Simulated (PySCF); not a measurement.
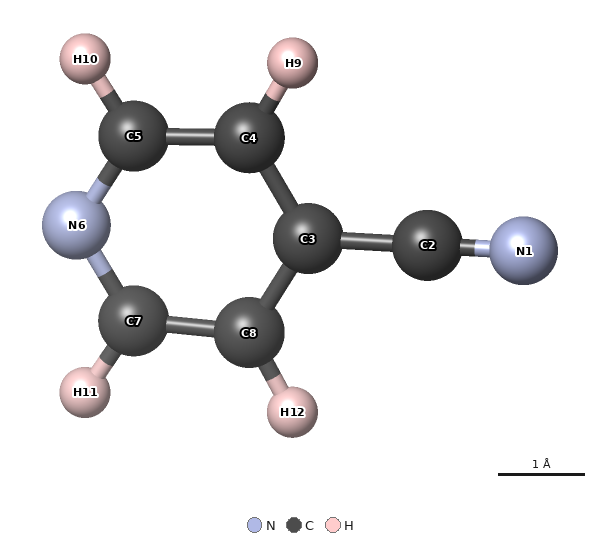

Fig. 1: The input geometry (ball-and-stick view, seen at a tilt; atoms are numbered from 1 in the order of the input). Bond lengths as drawn: C–C 1.39 to 1.43 Å, C–H 1.08 to 1.09 Å and C–N 1.15 to 1.33 Å.

## C₆H₄N₂: NMR shielding calculation

C₆H₄N₂ (4-Cyanopyridine), SMILES N#Cc1ccncc1, computed with GIAO WP04/pcSseg-2 NMR shielding, non-relativistic, IEF-PCM chloroform (PySCF 2.14.0).

The geometry comes from this level: PBE0-D3(BJ)/def2-TZVP. Figures and captions count atoms from 1; the log counts them from 0 in places.

What the program printed:
```
coarse grid: 11120 points
cycle   1  E = -348.4399322678  dE =  1.302e+00  |g| = 7.151e-01  |ddm| = 2.802e+00
cycle   2  E = -348.1290492905  dE =  3.109e-01  |g| = 1.371e+00  |ddm| = 2.258e+00
cycle   3  E = -348.5293710484  dE = -4.003e-01  |g| = 3.168e-01  |ddm| = 1.514e+00
cycle   4  E = -348.5524499021  dE = -2.308e-02  |g| = 8.092e-02  |ddm| = 2.895e-01
cycle   5  E = -348.5536714455  dE = -1.222e-03  |g| = 3.435e-02  |ddm| = 8.570e-02
cycle   6  E = -348.5538984473  dE = -2.270e-04  |g| = 1.129e-02  |ddm| = 3.379e-02
cycle   7  E = -348.5539247890  dE = -2.634e-05  |g| = 3.240e-03  |ddm| = 9.851e-03
cycle   8  E = -348.5539272612  dE = -2.472e-06  |g| = 7.131e-04  |ddm| = 2.714e-03
final grid: 110720 points
cycle   9  E = -348.5742946044  dE = -1.623e-04  |g| = 7.251e-03  |ddm| = 8.737e-02
cycle  10  E = -348.5742866204  dE =  7.984e-06  |g| = 9.161e-03  |ddm| = 1.814e-02
cycle  11  E = -348.5743057943  dE = -1.917e-05  |g| = 3.076e-03  |ddm| = 1.011e-02
cycle  12  E = -348.5743076390  dE = -1.845e-06  |g| = 9.682e-04  |ddm| = 2.912e-03
cycle  13  E = -348.5743077747  dE = -1.357e-07  |g| = 5.050e-04  |ddm| = 8.667e-04
cycle  14  E = -348.5743078316  dE = -5.689e-08  |g| = 1.435e-04  |ddm| = 3.981e-04
cycle  15  E = -348.5743078362  dE = -4.570e-09  |g| = 2.340e-05  |ddm| = 1.551e-04
cycle  16  E = -348.5743078363  dE = -1.125e-10  |g| = 8.524e-06  |ddm| = 2.560e-05
```

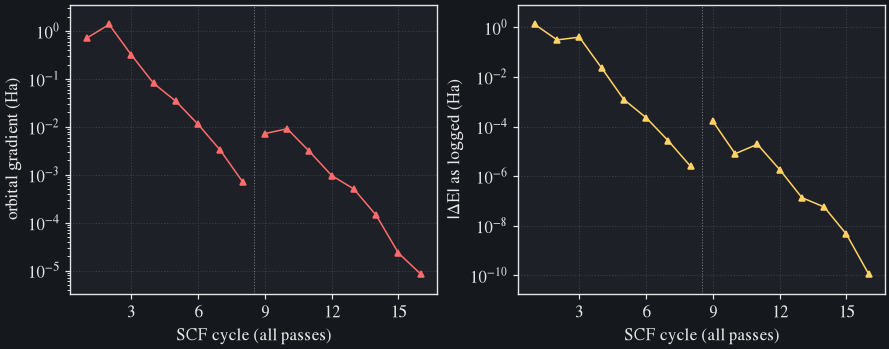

Fig. 2: Convergence of the self-consistent field: orbital gradient and size of the energy change against the SCF cycle. The dotted line marks the change from a coarse to the final integration grid. The first 8 cycles use a coarse grid, the final grid takes over at cycle 9, and the field converges after 16 cycles in all.

```
converged SCF energy = -348.5743078363

GIAO shielding tensors (ppm)
atom      isotropic    diamagn.    paramagn.     s11        s22        s33       span
  0 N      -46.894     332.037    -378.931   -192.355   -184.756    236.428    428.783
  1 C       49.286     260.256    -210.970    -76.175    -64.557    288.590    364.765
  2 C       45.120     255.485    -210.365    -65.898     44.864    156.394    222.292
  3 C       38.113     257.492    -219.379    -75.370     25.409    164.301    239.671
  4 C       12.310     252.378    -240.068   -102.880      3.017    136.793    239.673
  5 N     -115.261     319.661    -434.921   -434.367   -198.939    287.524    721.891
  6 C       12.311     252.359    -240.048   -102.868      3.008    136.793    239.661
  7 C       38.114     257.480    -219.366    -75.382     25.417    164.307    239.689
  8 H       24.153      31.356      -7.203     21.194     22.321     28.944      7.750
  9 H       22.901      29.681      -6.780     19.379     22.054     27.270      7.892
 10 H       22.902      29.667      -6.766     19.377     22.055     27.272      7.895
 11 H       24.155      31.340      -7.185     21.197     22.320     28.946      7.749
```

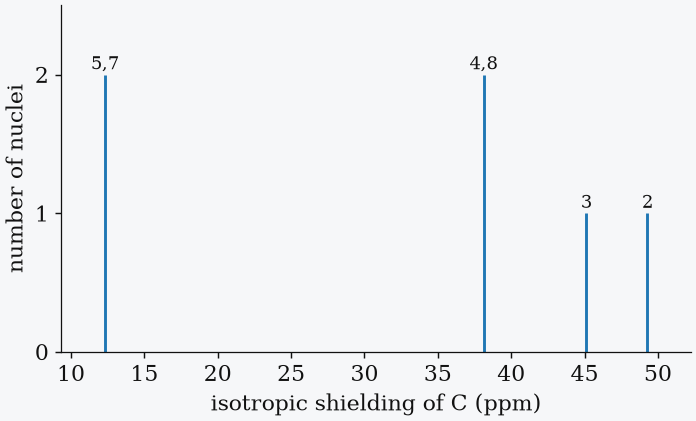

Fig. 3: Isotropic shieldings of the carbon nuclei in this fixed geometry, labelled by atom number; shielding grows to the right, so chemical shift grows to the left. The least shielded is C5 (12.3 ppm), the most shielded C2 (49.3 ppm).

This output came from the following input.

Input file:
```
{"job": {"kind": "nmr", "xc": "WP04", "basis": "pcSseg-2", "pop": false, "solvent": "chloroform"}, "charge": 0, "multiplicity": 1}
N      3.393808     0.445401     0.062001
C      2.253067     0.293739     0.040863
C      0.837560     0.107253     0.014717
C     -0.020821     1.202298     0.034428
C     -1.384474     0.960807     0.007350
N     -1.916947    -0.255344    -0.036359
C     -1.086790    -1.291855    -0.054659
C      0.293128    -1.172375    -0.030924
H      0.368471     2.211404     0.069753
H     -2.083209     1.791863     0.021648
H     -1.545466    -2.275457    -0.090312
H      0.931041    -2.046373    -0.047406
```

The first line tells a small driver script what to run in PySCF; the rest is the geometry in Å.

Launch command:
```bash
OMP_NUM_THREADS=1 python <driver script> task.json out
```

Results in brief:

- outcome: converged
- total energy: −348.574308 hartree
- HOMO: −9.17 eV
- LUMO: −4.19 eV
- dipole moment: 2.46 D
- isotropic shielding, N: −115.3 to −46.9 ppm
- isotropic shielding, C: 12.3 to 49.3 ppm
- isotropic shielding, H: 22.9 to 24.2 ppm
- hardware: 1 CPU thread, shared host
- wall time: 61 s
- peak memory: 1.5 GiB
